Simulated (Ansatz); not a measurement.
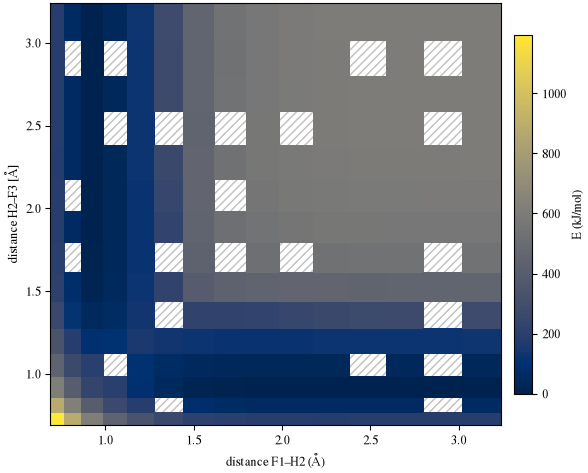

Energy landscape of the system F + HF, spin multiplicity 2. 
- First axis: distance F1–H2. Second axis: distance H2–F3.
- Nothing is relaxed (the angle F1–H2–F3 is fixed at 180 degrees).
- The scan uses a 15 × 15 grid; 111 points were computed and 91 follow by symmetry. At 23 points there is no value.
- Energies: kJ/mol, counted from the lowest grid point.
- Energies and slopes of some neighbouring points disagree (a jump in structure or state, or too coarse a mesh). In part of the range the unrestricted reference is strongly spin-contaminated.
- Theory: UHF-MP2, frozen core/aug-cc-pVTZ in Ansatz 0.2.0.

The picture shows one coloured cell a grid point, hatched blanks where no value was computed. 

> Summarise what can be read from the map.

The lowest grid point is at distance F1–H2 = 0.919 Å, distance H2–F3 = 2.079 Å. The same energy is found at distance F1–H2 = 2.079 Å, distance H2–F3 = 0.919 Å. The highest grid point, distance F1–H2 = 0.728 Å, distance H2–F3 = 0.728 Å, lies 1195 kJ/mol above the lowest.

The whole map (111 points run) took 14 min on 1 thread of Arm Neoverse V2, on a shared host.
